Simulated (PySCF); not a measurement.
SMILES [CH2]OCCOC, doublet at its GFN2-xTB optimised geometry (Å):

```
15

C     -2.3884     0.3098     1.7571
O     -1.0802     0.5710     1.4882
C     -0.7401     0.6695     0.1277
C      0.7753     0.7795     0.0000
O      1.3268    -0.5142     0.0000
C      2.7301    -0.5142     0.0000
H     -3.1292     0.4603     0.9928
H     -2.6354     0.3728     2.7972
H     -1.2200     1.5567    -0.3122
H     -1.0766    -0.2219    -0.4175
H      1.1635     1.3651     0.8463
H      1.0348     1.3010    -0.9354
H      3.1281    -0.0082    -0.8892
H      3.0405    -1.5567    -0.0063
H      3.1292    -0.0190     0.8938
```

Method: unrestricted B3LYP/def2-TZVP (PySCF 2.14.0). Cells within 0.4 Å of a nucleus heavier than hydrogen are left out (blank, or x).

Map of the deformation density (molecule minus spherical neutral atoms) (e/bohr³) on the plane z = 0.0 Å:

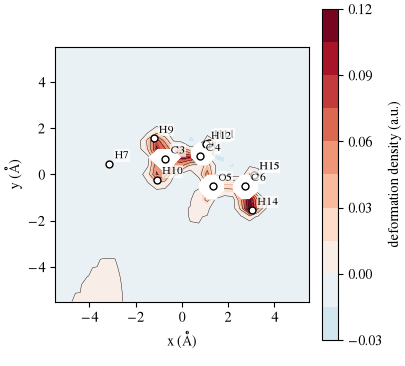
Fig. 1. Deformation density (molecule minus spherical neutral atoms) (e/bohr³) on the plane z = 0.0 Å.
